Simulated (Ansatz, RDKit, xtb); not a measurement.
**C3H8OSi: which of the isomers drawn lies lowest?, part 1 of 2**

A sample of isomers of C3H8OSi is drawn. Aim: find which of them has the lowest free energy at 298.15 K, then its properties. The sample is small against all isomers, and the most stable one of this formula need not be in it.

The funnel: GFN2-xTB relaxations, single points with a density functional, relaxations at PBE0-D3(BJ)/def2-SVP, harmonic vibrations (at GFN2-xTB), and a last energy at a higher level. All values are calculated.

## Step 1: Possible bonding patterns

Isomers were taken from a list of plausible structures; this is a sample, not all of them. That gives 3 candidates.

```
label                  SMILES     spin
 c041      C[C@@]1([SiH3])CO1  singlet
 c383  C[C@@H]1O[C@@H]1[SiH3]  singlet
 c770   C[C@@H]1O[C@H]1[SiH3]  singlet
```

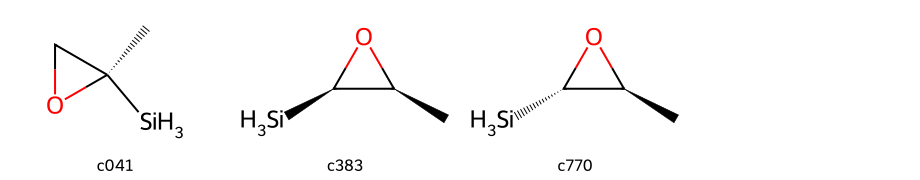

Structural formulas of the candidates.

Candidates are built by distance geometry, with a force field where one applies, in up to four conformers (letters a to d).

## Step 2: Cheap relaxation of all starts

All 3 starts are relaxed the same way. One of them, c041a (taken from a list of positional isomers, embedded by distance geometry and MMFF94), in full:

File start.xyz:

```xyz
13
c041a
C     -1.459299     1.077927     1.160068
C     -0.526765     1.075519    -0.024617
C     -1.138585     1.027811    -1.427693
O     -0.666845     2.248976    -0.874186
Si     1.229037     0.446720     0.188296
H     -1.580663     0.103074     1.547424
H     -2.399709     1.518972     0.945050
H     -0.990894     1.662512     1.965005
H      1.954383     0.469176    -1.112331
H      1.930652     1.206628     1.190226
H      1.165369    -1.002517     0.656683
H     -2.240727     0.899378    -1.519476
H     -0.566707     0.620816    -2.222755
```

Command:

```sh
$ xtb start.xyz --gfn 2 --opt
```

Log, shortened:

```text
* xtb version 6.7.1
[...]
          :  # basis functions                  34          :
[...]
          :  # electrons                        30          :
[...]
          :  Hamiltonian                  GFN2-xTB          :
[...]
          :  net charge                          0          :
          :  unpaired electrons                  0          :
[...]
   *** convergence criteria satisfied after 12 iterations ***
[...]
   *** GEOMETRY OPTIMIZATION CONVERGED AFTER 7 ITERATIONS ***
[...]
   *** convergence criteria satisfied after 3 iterations ***
[...]
         ::                     SUMMARY                     ::
         :::::::::::::::::::::::::::::::::::::::::::::::::::::
         :: total energy             -16.267886463213 Eh    ::
         :: gradient norm              0.000431565277 Eh/a0 ::
         :: HOMO-LUMO gap              5.400886406891 eV    ::
         ::.................................................::
         :: SCC energy               -16.444812464909 Eh    ::
         :: -> isotropic ES            0.033939380514 Eh    ::
         :: -> anisotropic ES          0.001937538447 Eh    ::
         :: -> anisotropic XC          0.002234238092 Eh    ::
         :: -> dispersion             -0.007634225980 Eh    ::
         :: repulsion energy           0.176926001695 Eh    ::
         :: add. restraining           0.000000000000 Eh    ::
         :: total charge               0.000000000000 e     ::
         :::::::::::::::::::::::::::::::::::::::::::::::::::::
[...]
        15        2.0000           -0.3902784             -10.6200 (HOMO)
        16                         -0.1917995              -5.2191 (LUMO)
[...]
     #   Z          covCN         q      C6AA      α(0)
     1   6 C        3.758    -0.112    22.692     6.791
     2   6 C        3.679     0.020    20.449     6.477
     3   6 C        3.691     0.071    19.574     6.331
     4   8 O        1.705    -0.351    19.915     6.025
     5  14 Si       3.650     0.446    98.860    19.063
     6   1 H        0.925     0.034     2.528     2.486
     7   1 H        0.925     0.049     2.335     2.390
     8   1 H        0.925     0.042     2.422     2.434
     9   1 H        0.919    -0.079     4.875     3.453
    10   1 H        0.919    -0.077     4.818     3.433
    11   1 H        0.918    -0.090     5.231     3.577
    12   1 H        0.925     0.029     2.600     2.522
    13   1 H        0.925     0.019     2.754     2.595
[...]
     #   Z sym  total        # sym  WBO       # sym  WBO       # sym  WBO
 ---------------------------------------------------------------------------
     1   6 C    3.996 --     2 C    1.021     6 H    0.985     8 H    0.985
                             7 H    0.981
     2   6 C    3.859 --     1 C    1.021     3 C    0.986     4 O    0.926
                             5 Si   0.840
     3   6 C    3.914 --     2 C    0.986    13 H    0.977    12 H    0.970
                             4 O    0.959
     4   8 O    1.985 --     3 C    0.959     2 C    0.926
     5  14 Si   3.584 --    10 H    0.902     9 H    0.901    11 H    0.898
                             2 C    0.840
     6   1 H    0.999 --     1 C    0.985
     7   1 H    0.998 --     1 C    0.981
     8   1 H    0.998 --     1 C    0.985
     9   1 H    0.994 --     5 Si   0.901
[...]
molecular dipole:
                 x           y           z       tot (Debye)
 q only:        0.268      -0.900       0.369
   full:       -0.079      -0.716       0.233       1.923
molecular quadrupole (traceless):
[...]
          | TOTAL ENERGY              -16.267886463213 Eh   |
          | GRADIENT NORM               0.000431565277 Eh/α |
          | HOMO-LUMO GAP               5.400886406891 eV   |
           -------------------------------------------------
[...]
```

Wall time 0.075 s (2 threads of Intel Xeon Platinum 8375C at 2.90GHz (Ice Lake), shared host).

## Step 3: What the search left

3 of the 3 relaxations converged. 3 distinct structures remain:

```
label  start            SMILES after     spin  energy (kcal/mol)
c770a  drawn   C[C@@H]1O[C@H]1[SiH3]  singlet                0.0
c041a  drawn      C[C@@]1([SiH3])CO1  singlet                0.2
c383a  drawn  C[C@@H]1O[C@@H]1[SiH3]  singlet                0.4
```

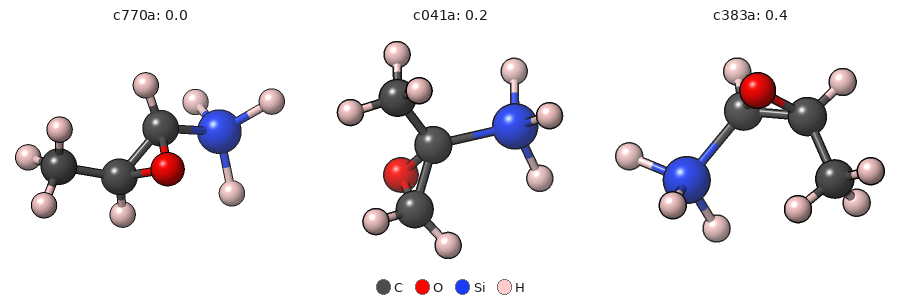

The 3 lowest minima that did not fall apart, with their GFN2-xTB energies in kcal/mol.

## Step 4: Screening with a density functional

A choice of the minima (the low ones first, few conformers of a pattern, up to a cap) and the lowest that fell apart get a single point at r2SCAN-D4/def2-SVP on the tight-binding geometry, and one at HF/STO-3G for comparison. The lowest singlets are also tried as triplets at the same geometry (label ending in t). The first, c770a:

File input.yaml:

```yaml
crystal:
  periodic: [false, false, false]
  atoms:
    - {symbol: C, position_ang: [-2.461903, 0.802484, -0.427016]}
    - {symbol: C, position_ang: [-1.177764, 0.789641, 0.361542]}
    - {symbol: C, position_ang: [0.071279, 1.323212, -0.195064]}
    - {symbol: O, position_ang: [-0.664087, 2.005321, 0.806612]}
    - {symbol: Si, position_ang: [1.760226, 0.681809, 0.362177]}
    - {symbol: H, position_ang: [-2.538485, -0.107472, -1.018673]}
    - {symbol: H, position_ang: [-2.486824, 1.664116, -1.090165]}
    - {symbol: H, position_ang: [-3.315573, 0.857217, 0.245400]}
    - {symbol: H, position_ang: [-1.100756, -0.021382, 1.085552]}
    - {symbol: H, position_ang: [-0.016425, 1.794165, -1.173174]}
    - {symbol: H, position_ang: [2.706898, 1.795251, 0.366643]}
    - {symbol: H, position_ang: [2.163227, -0.343610, -0.604479]}
    - {symbol: H, position_ang: [1.618022, 0.113765, 1.700676]}
basis:
  gaussian: {orbitals: def2-SVP}
hamiltonian: {xc: r2scan, dispersion: d4}
scf: {lower_state_search: off}
output: {orbitals: {seedname: orbitals}}
```

Command:

```sh
$ ansatz run input.yaml --threads 2 --pin off --max-ram 5220MiB --events-out events.jsonl --progress --plain --runs-dir runs
```

Log, shortened:

```text
Warning: RAYON_NUM_THREADS=2 ignored (pool sized by the plan → 2); use --threads N
Functional definition: r2SCAN
  name "r2SCAN"
[...]
1277 factors; their error is unknown
[...]
mean field -13154.47477150 eV, -483.4180314293 hartree, gradient 6.2e-6 eV, S^2 0.000000; 0 other end points of the search recorded, 0 dependent functions left out
reference -13154.47478236 eV, -483.4180318283 hartree; 24, 24 occupied and 90, 90 virtual orbitals, 1277 factors
Total energy: -13154.53846895 eV, -483.4203722676 hartree
Checks for a lower state left out: stability, starts, cluster_reference, orbital_swaps, neighbouring_geometries, increment
```

Wall time 1.6 s (2 threads of Intel Xeon Platinum 8375C at 2.90GHz (Ice Lake), shared host); peak memory 0.15 GiB.

Relative energies in kcal/mol, each column from its lowest structure that stays in one piece:

```
 label                  SMILES     spin  GFN2-xTB  HF/STO-3G  r2SCAN-D4/def2-SVP
 c770a   C[C@@H]1O[C@H]1[SiH3]  singlet       0.0        0.0                 0.0
 c041a      C[C@@]1([SiH3])CO1  singlet       0.2        1.9                 0.9
 c383a  C[C@@H]1O[C@@H]1[SiH3]  singlet       0.4        1.0                 1.7
c770at   C[C@@H]1O[C@H]1[SiH3]  triplet         –          –               157.5
c041at      C[C@@]1([SiH3])CO1  triplet         –          –               158.7
```

## Step 5: Third filter: density-functional geometries

3 candidates are relaxed at PBE0-D3(BJ)/def2-SVP (chosen among the lowest in one piece). The first, c770a:

Edit input.yaml of step 4 so:

```diff
@@ -18,4 +18,4 @@
   gaussian: {orbitals: def2-SVP}
-hamiltonian: {xc: r2scan, dispersion: d4}
+relax: {f_tol: 0.006}
+hamiltonian: {xc: {name: PBE0}, dispersion: d3bj}
 scf: {lower_state_search: off}
-output: {orbitals: {seedname: orbitals}}
```

Command:

```sh
$ ansatz run input.yaml --threads 2 --pin off --max-ram 5220MiB --events-out events.jsonl --progress --plain --runs-dir runs
```

Log, shortened:

```text
Warning: RAYON_NUM_THREADS=2 ignored (pool sized by the plan → 2); use --threads N
[...]
Functional definition: PBE0
  name "PBE0"
[...]
1251 factors; integrals over basis functions are off by at most 5.1e-4 eV
[...]
mean field -13148.92648772 eV, -483.2141357614 hartree, gradient 2.4e-6 eV, S^2 0.000000; 0 other end points of the search recorded, 0 dependent functions left out
[...]
reference -13148.92651624 eV, -483.2141368094 hartree; 24, 24 occupied and 90, 90 virtual orbitals, 1251 factors
relax step   1: F+E_penalty+E_count = -13149.14747322 eV  Δ(F+E_penalty+E_count) = +0.000e0 eV  max|allowed force component| = 7.948e-1 eV/Å  Δτ_max = 0.0000 Å  (15 SCF iters, accepted)
[...]
relax step   3: F+E_penalty+E_count = -13149.21162443 eV  Δ(F+E_penalty+E_count) = -5.640e-3 eV  max|allowed force component| = 9.708e-2 eV/Å  Δτ_max = 0.0207 Å  (20 SCF iters, accepted)
[...]
Atom 4 at     1.755841     0.688385     0.346254 Å, force     0.000921     0.000645    -0.000685 eV/Å
Atom 5 at    -2.629500    -0.142015    -0.942181 Å, force     0.000296     0.000442     0.000476 eV/Å
Atom 6 at    -2.478798     1.629934    -1.138567 Å, force    -0.000260     0.000069    -0.000387 eV/Å
Atom 7 at    -3.325131     0.953555     0.276906 Å, force     0.000335    -0.000430    -0.000291 eV/Å
Atom 8 at    -1.101737    -0.007535     1.112467 Å, force    -0.000253     0.000003    -0.000029 eV/Å
Atom 9 at    -0.010375     1.735859    -1.231830 Å, force    -0.001058    -0.000101    -0.000272 eV/Å
Atom 10 at     2.699471     1.835420     0.498501 Å, force     0.000124    -0.000686     0.000415 eV/Å
Atom 11 at     2.317888    -0.268500    -0.656585 Å, force     0.000019    -0.000024     0.000440 eV/Å
Atom 12 at     1.593976    -0.001082     1.660507 Å, force     0.000276    -0.000345     0.000015 eV/Å
Dipole moment:    -0.132794    -0.273547    -0.241815 e Å
Checks for a lower state left out: stability, starts, cluster_reference, orbital_swaps, neighbouring_geometries, increment
```

Wall time 22 s (2 threads of Intel Xeon Platinum 8375C at 2.90GHz (Ice Lake), shared host); peak memory 0.24 GiB.

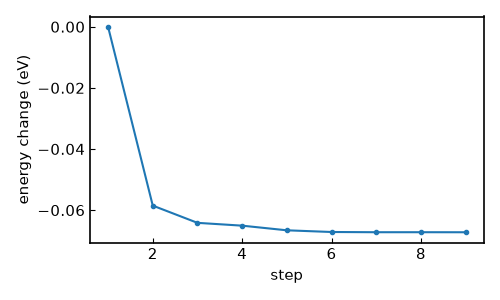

Energy along the run, all evaluated steps.

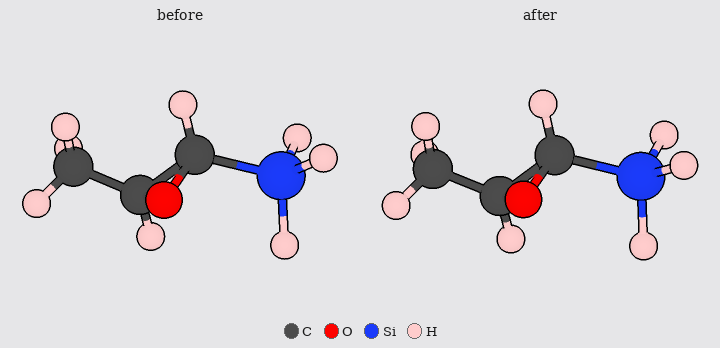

Before and after, at one scale.

After the run. Bond lengths: C1–C2 1.499 Å, C2–C3 1.474 Å, C2–O4 1.407 Å, C3–O4 1.430 Å, C3–Si5 1.885 Å, C1–H6 1.101 Å, C1–H7 1.100 Å, C1–H8 1.101 Å, C2–H9 1.101 Å, C3–H10 1.102 Å, Si5–H11 1.493 Å, Si5–H12 1.496 Å, Si5–H13 1.493 Å. Some angles: C1–C2–C3 121.9°, C1–C2–O4 116.8°, C3–C2–O4 59.5°, C2–C3–O4 57.9°, C2–C3–Si5 121.9°, O4–C3–Si5 114.9°, C2–O4–C3 62.6°, C1–C2–H9 115.2°, C3–C2–H9 117.3°, O4–C2–H9 114.0°.

## Step 6: Ranking at PBE0-D3(BJ)/def2-SVP

```
label     spin  r2SCAN-D4/def2-SVP (kcal/mol)  PBE0-D3(BJ)/def2-SVP, relaxed (kcal/mol)  time
c770a  singlet                            0.0                                       0.0  22 s
c041a  singlet                            0.9                                       0.9  18 s
c383a  singlet                            1.7                                       1.0  42 s
```

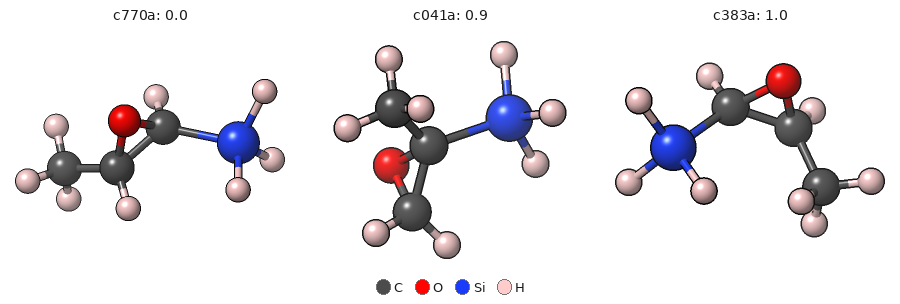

The relaxed structures, with energies at PBE0-D3(BJ)/def2-SVP in kcal/mol.

(Continued in part 2 of 2.)
